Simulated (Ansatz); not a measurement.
# Isostructural AlFe3, AlCo3, AlNi3, AlCu3: table of trends

Wanted for isostructural AlFe3, AlCo3, AlNi3, AlCu3: a table of trends.

All numbers are computed with the Python package of Ansatz 0.2.0. Level of theory: DFT LDA, plane waves, PAW.

## (1) The structure

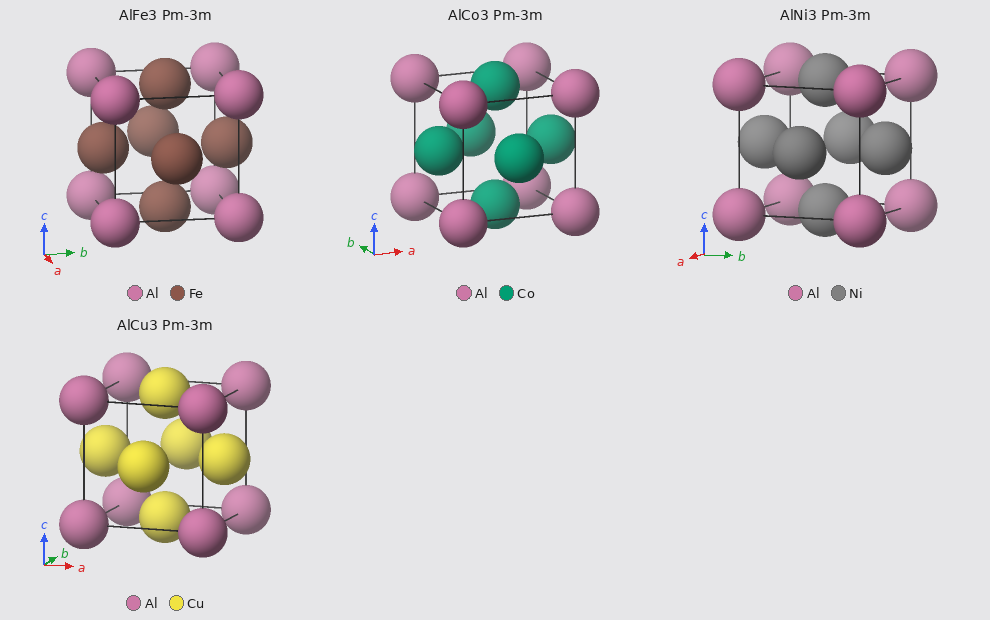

The starting structures, one conventional cell each, each at its own scale.

The script reads alfe3_alfe3.xyz:

```xyz
4
Lattice="3.63929111 0.0 0.0 0.0 3.63929111 0.0 0.0 0.0 3.63929111" Properties=species:S:1:pos:R:3:initial_magmoms:R:1 pbc="T T T"
Al    0.00000000    0.00000000    0.00000000  0.00
Fe    0.00000000    1.81964555    1.81964555  3.50
Fe    1.81964555    0.00000000    1.81964555  3.50
Fe    1.81964555    1.81964555    0.00000000  3.50
```

alfe3_alco3.cif, read by the script:

```cif
data_AlCo3
_cell_length_a 3.574948
_cell_length_b 3.574948
_cell_length_c 3.574948
_cell_angle_alpha 90.00000
_cell_angle_beta 90.00000
_cell_angle_gamma 90.00000
_symmetry_space_group_name_H-M 'P 1'
_symmetry_Int_Tables_number 1
loop_
_symmetry_equiv_pos_as_xyz
'x, y, z'
loop_
_atom_site_label
_atom_site_type_symbol
_atom_site_fract_x
_atom_site_fract_y
_atom_site_fract_z
Al1 Al    0.000000    0.000000    0.000000
Co2 Co    0.500000    0.500000    0.000000
Co3 Co    0.500000    0.000000    0.500000
Co4 Co    0.000000    0.500000    0.500000
```

alfe3_alni3.vasp, read by the script:

```text
AlNi3
1.0
   3.52305473    0.00000000    0.00000000
   0.00000000    3.52305473    0.00000000
   0.00000000    0.00000000    3.52305473
Al Ni
1 3
Direct
   0.00000000    0.00000000    0.00000000
   0.00000000    0.50000000    0.50000000
   0.50000000    0.00000000    0.50000000
   0.50000000    0.50000000    0.00000000
```

alfe3_alcu3.cif, read by the script:

```cif
data_AlCu3
_cell_length_a 3.637377
_cell_length_b 3.637377
_cell_length_c 3.637377
_cell_angle_alpha 90.00000
_cell_angle_beta 90.00000
_cell_angle_gamma 90.00000
_symmetry_space_group_name_H-M 'P 1'
_symmetry_Int_Tables_number 1
loop_
_symmetry_equiv_pos_as_xyz
'x, y, z'
loop_
_atom_site_label
_atom_site_type_symbol
_atom_site_fract_x
_atom_site_fract_y
_atom_site_fract_z
Al1 Al    0.000000    0.000000    0.000000
Cu2 Cu    0.500000    0.500000    0.000000
Cu3 Cu    0.500000    0.000000    0.500000
Cu4 Cu    0.000000    0.500000    0.500000
```

## (2) Script

trend.py

```python
# -*- coding: utf-8 -*-
from dataclasses import dataclass
import csv

import ansatz as az
from ase.io import read
import matplotlib.pyplot as plt
import numpy as np


@dataclass
class Settings:
    functional: str = "LDA"
    scf_tol: float = 1e-09
    ecut: int = 460
    kspacing: float = 0.39
    smearing: str = "gaussian"
    smearing_width: float = 0.05


settings = Settings()

POLARISED = {"AlFe3", "AlCo3", "AlNi3"}


def solve(name, crystal):
    calc = (
        crystal.calculation()
        .functional(settings.functional)
        .scf(tolerance=settings.scf_tol)
        .basis(settings.ecut)
        .kpoints(spacing=settings.kspacing)
        .occupations(settings.smearing, width=settings.smearing_width)
        .stress()
        .band_table()
    )
    if name in POLARISED:
        calc = calc.spin("collinear")
    calc = calc.relax(force_tolerance=0.03, cell=True)
    return calc.run()


def volume_per_atom(outcome):
    return abs(np.linalg.det(outcome.lattice.cell_ang)) / len(outcome.lattice.sites)


def main():
    phases = {}
    alfe3 = az.Crystal.from_extxyz("alfe3_alfe3.xyz")
    phases["AlFe3"] = alfe3
    atoms = read("alfe3_alco3.cif")
    alco3 = az.Crystal.from_ase(atoms).moments(Co=2.5)
    phases["AlCo3"] = alco3
    atoms = read("alfe3_alni3.vasp", format="vasp")
    alni3 = az.Crystal.from_ase(atoms).moments(Ni=1.5)
    phases["AlNi3"] = alni3
    atoms = read("alfe3_alcu3.cif")
    alcu3 = az.Crystal.from_ase(atoms)
    phases["AlCu3"] = alcu3

    done = {}
    for name, crystal in phases.items():
        try:
            done[name] = solve(name, crystal)
        except az.NonConvergedError as error:
            print(name, "did not converge:", str(error)[:120])

    rows = [(name, volume_per_atom(o), abs(o.report["magnetization_mub"])) for name, o in done.items()]
    with open("trend.csv", "w", newline="") as handle:
        writer = csv.writer(handle)
        writer.writerow(["compound", "V (A^3/atom)", "M (muB/cell)"])
        writer.writerows([round(v, 4) if isinstance(v, float) else v for v in row] for row in rows)
    print(open("trend.csv").read())
    plt.figure(figsize=(4.5, 3))
    plt.bar([row[0] for row in rows], [row[2] for row in rows])
    plt.ylabel("M (muB/cell)")
    plt.tight_layout()
    plt.savefig("trend.png", dpi=100)


if __name__ == "__main__":
    main()
```

## (3) What the engine is handed

The engine receives this input (first run):

```yaml
crystal:
  lattice:
    - [3.63929111, 0.0, 0.0]
    - [0.0, 3.63929111, 0.0]
    - [0.0, 0.0, 3.63929111]
  atoms:
    - { symbol: Al, position: [0.0, 0.0, 0.0], spin: 0.0 }
    - { symbol: Fe, position: [0.0, 0.49999999862610606, 0.49999999862610606], spin: 3.5 }
    - { symbol: Fe, position: [0.49999999862610606, 0.0, 0.49999999862610606], spin: 3.5 }
    - { symbol: Fe, position: [0.49999999862610606, 0.49999999862610606, 0.0], spin: 3.5 }
basis:
  ecutwfc: 460.0
kpoints:
  mp_grid:
    kspacing: 0.39
hamiltonian:
  xc: lda
magnetization:
  spin_polarized: true
scf:
  convergence:
    dr2_threshold: 1.0e-09
  occupations:
    method: gaussian
    width: 0.05
relax:
  f_tol: 0.03
  cell: {}
output:
  stress: true
  eigenvalues: true
```

## (4) Launch

Run with:

```
> python trend.py
```

The log of the run:

```text
DeckWarning: relax.cell: scf.convergence.dr2_threshold = 1e-9 eV is looser than the 4e-10 eV advised for a relaxation that steers and ends on the stress (1e-10 eV for each atom of the cell: 4). What an SCF threshold leaves in a stress goes as its square root, and in the free energy as the threshold itself, and one threshold admits the most on a small cell: of the crystals measured, under no hybrid functional and no lock of the moments, on runs that ended without the residual-converged pass, on stresses that held no estimate of that error, the worst erred by over 100 MPa in a component at 1e-7 eV an atom and by under 5 at 1e-10. Set scf.convergence.dr2_threshold to 4e-10 eV or tighter. The [...]
RunWarning: the net moment that the starting moments add up to was not kept: the SCF closed with a net magnetisation of 3.8e-1 μB in size, at most 0.1 of the 4.5 μB that the starting moments add up to as vectors. Its absolute magnetisation is 4.8e-1 μB, where they sum to 4.5 μB in size (3 sites): that figure counts also what cancels out within the cell. The system's net moment may be that small; this SCF shows only that its start led to no larger one. To try another start: change the starting moments (crystal.atoms[].spin, magnetization.per_species, magnetization.initial_magnetization, or on a non-collinear deck that types none of these the spinor_matrix: blocks that start its atoms; where [...]
RunWarning: the starting moments were not kept: the SCF closed with an absolute magnetisation of 4.6e-1 μB, 4.4e-1 μB with each atom counted by its net moment, where they sum to 4.5 μB in size (3 sites). That is at most 0.1 of that sum. The system's moment may be that small; this SCF shows only that its start led to no larger one. This SCF took its magnetisation from the state that an earlier stage of the run handed on, and the starting moments (crystal.atoms[].spin, magnetization.per_species, magnetization.initial_magnetization, or on a non-collinear deck that types none of these the spinor_matrix: blocks that start its atoms; where the total moment is fixed, keep their sum and leave [...]
compound,V (A^3/atom),M (muB/cell)
AlFe3,11.0683,5.9519
AlCo3,10.5627,3.3409
AlNi3,10.5257,0.3693
AlCu3,11.5686,0.0
```

(Warnings from the package without file and line, shortened, repeats left out.)

Wall time 68 s (1 thread of Intel Xeon Platinum 8375C at 2.90GHz (Ice Lake), shared host); peak memory 0.51 GiB.

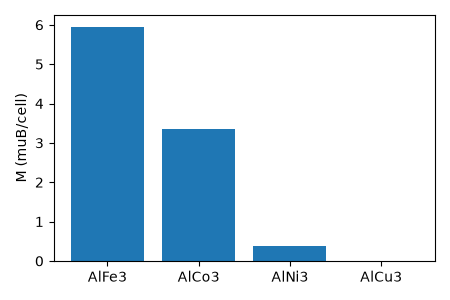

trend.png, as the script drew it.

## (5) The engine's runs

From the records of these 4 runs:

| run | system | spin polarised | energy (eV/atom) | final volume (Å³/atom) | pressure (GPa) | moment (μB/cell) | SCF cycles in all | CPU time (s) |
| --- | --- | --- | --- | --- | --- | --- | --- | --- |
| 1 | AlFe3 (4 atoms) | yes | -3443.3539 | 11.07 | -0.02 | 5.95 | 43 | 16 |
| 2 | AlCo3 (4 atoms) | yes | -3925.5029 | 10.56 | 0.00 | 3.34 | 69 | 22 |
| 3 | AlNi3 (4 atoms) | yes | -4458.7242 | 10.53 | -0.01 | 0.37 | 58 | 21 |
| 4 | AlCu3 (4 atoms) | not set | -5045.2007 | 11.57 | -0.01 | 0.00 | 37 | 6.7 |

Energies are free energies F = E - TS of the smeared occupations. Totals carry meaning only in balanced differences at one level of theory.

## (6) Path of the relaxation of run 1

Relaxation path:

| step | energy from step 1 (eV/cell) | largest force component (eV/Å) | pressure (GPa) | volume (Å³) |
| --- | --- | --- | --- | --- |
| 1 | 0.0000 | 0.0000 | -13.83 | 48.20 |
| 2 | -0.1519 | 0.0000 | -5.22 | 45.68 |
| 3 | -0.1768 | 0.0000 | -0.02 | 44.27 |
| 4 | -0.1760 | 0.0000 | -0.02 | 44.27 |

Step 1 is the start. Step 4 repeats the geometry before it on a plane-wave basis chosen anew for that cell, so its energy need not be comparable with the rows above.

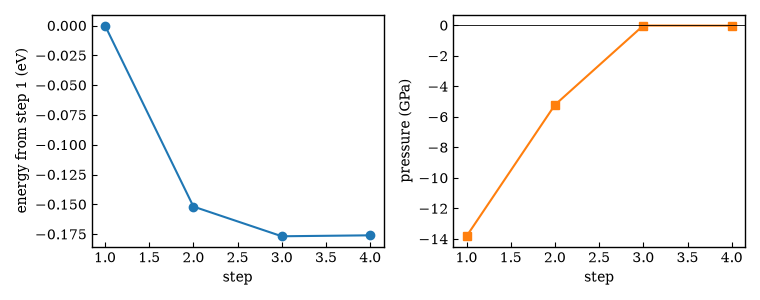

Energy and pressure along the relaxation.

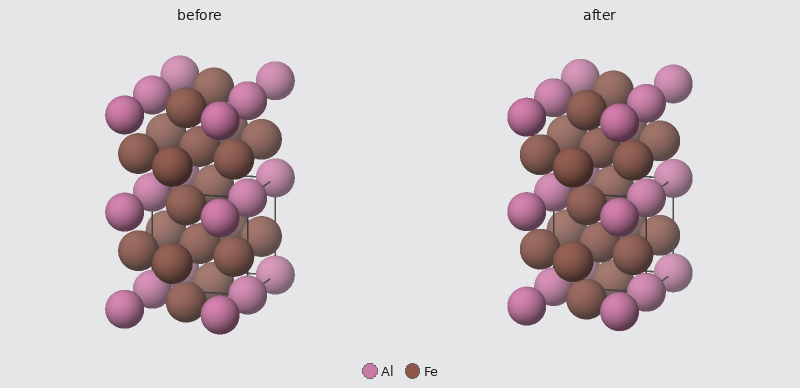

Before and after, at one scale.

|  | before | after | change |
| --- | --- | --- | --- |
| a (Å) | 3.639 | 3.538 | -2.8 % |
| b (Å) | 3.639 | 3.538 | -2.8 % |
| c (Å) | 3.639 | 3.538 | -2.8 % |
| volume (Å³/atom) | 12.05 | 11.07 | -8.1 % |
| shortest distance (Å) | 2.573 | 2.501 | -2.8 % |
| space group (0.01 Å) | Pm-3m | Pm-3m | same |

The run keeps the 48 symmetry operations of the start, so it could not have lowered the symmetry.

## (7) The relaxation of run 2, step by step

Relaxation path:

| step | energy from step 1 (eV/cell) | largest force component (eV/Å) | pressure (GPa) | volume (Å³) |
| --- | --- | --- | --- | --- |
| 1 | 0.0000 | 0.0000 | -14.62 | 45.69 |
| 2 | -0.1390 | 0.0000 | -6.98 | 43.66 |
| 3 | -0.1695 | 0.0000 | 1.57 | 41.96 |
| 4 | -0.1708 | 0.0000 | -0.05 | 42.26 |
| 5 | -0.1699 | 0.0000 | -0.07 | 42.26 |
| 6 | -0.1699 | 0.0000 | 0.00 | 42.25 |
| 7 | -0.1699 | 0.0000 | 0.00 | 42.25 |

Step 1 is the start. Steps 5, 7 each repeat the geometry before them on a plane-wave basis chosen anew, so the energy can jump there without any move.

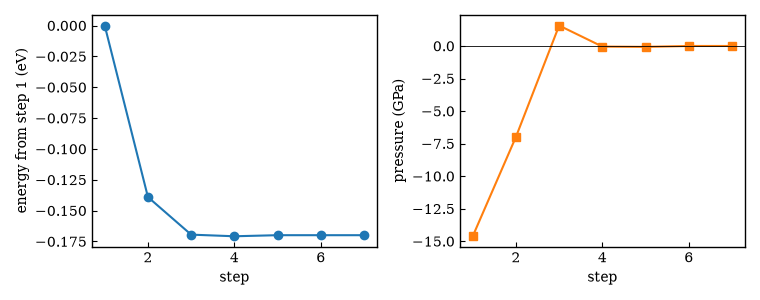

Energy and pressure along the relaxation.

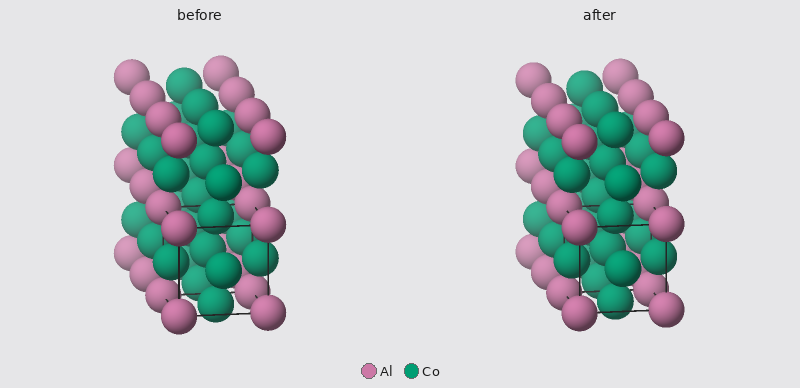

The structure before (left) and after (right) the relaxation, drawn at the same scale.

|  | before | after | change |
| --- | --- | --- | --- |
| a (Å) | 3.575 | 3.483 | -2.6 % |
| b (Å) | 3.575 | 3.483 | -2.6 % |
| c (Å) | 3.575 | 3.483 | -2.6 % |
| volume (Å³/atom) | 11.42 | 10.56 | -7.5 % |
| shortest distance (Å) | 2.528 | 2.463 | -2.6 % |
| space group (0.01 Å) | Pm-3m | Pm-3m | same |

Forces and stress were held to the start's 48 operations: a distortion of lower symmetry was not tested.

## (8) Outcome

| quantity | value |
| --- | --- |
| runs compared | 4 |
| AlFe3 (run 1): relaxed volume, space group | 11.07 Å³/atom, Pm-3m |
| AlCo3 (run 2): relaxed volume, space group | 10.56 Å³/atom, Pm-3m |
| AlNi3 (run 3): relaxed volume, space group | 10.53 Å³/atom, Pm-3m |
| AlCu3 (run 4): relaxed volume, space group | 11.57 Å³/atom, Pm-3m |

What this shows: By relaxed volume an atom the order is AlNi3 (run 3) < AlCo3 (run 2) < AlFe3 (run 1) < AlCu3 (run 4). In run 1, over 2 moves the cell shrank by 8.1 % in volume, and the space group stayed Pm-3m. In run 2, the volume shrank by 7.5 % over 4 moves, and the space group stayed Pm-3m. Caveats:
- The SCF didn't keep the moments it started from (some shrank, vanished or turned); what is printed is the state reached.
- Some members of the series are computed structures and not known phases. Magnetic phases start from parallel moments and may not end in their lowest magnetic state. The starting moments were not kept in at least one run, so it stands on a weaker or other magnetic state than the one typed.
